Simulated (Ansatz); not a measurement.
The reference is CaSe in the rock salt structure (space group Fm-3m, No. 225; a = 5.869 Å).

Now apply this change: every lattice vector is stretched by 2.50 %; the atoms relax in the strained cell.

Level of theory: plane-wave PAW DFT at the PBEsol level (Ansatz, a program for electronic structure, 420 eV), without spin-orbit coupling.

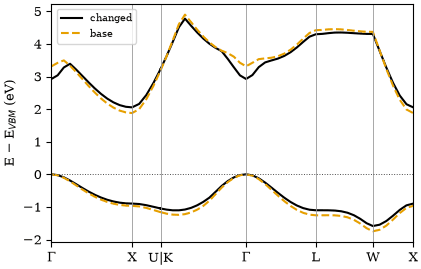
Highest valence and lowest conduction band along the path, each from its own valence-band maximum

The gap is 2.05 eV, indirect, Γ → X; the base has 1.88 eV.

Whether these cells are dynamically stable was not tested.
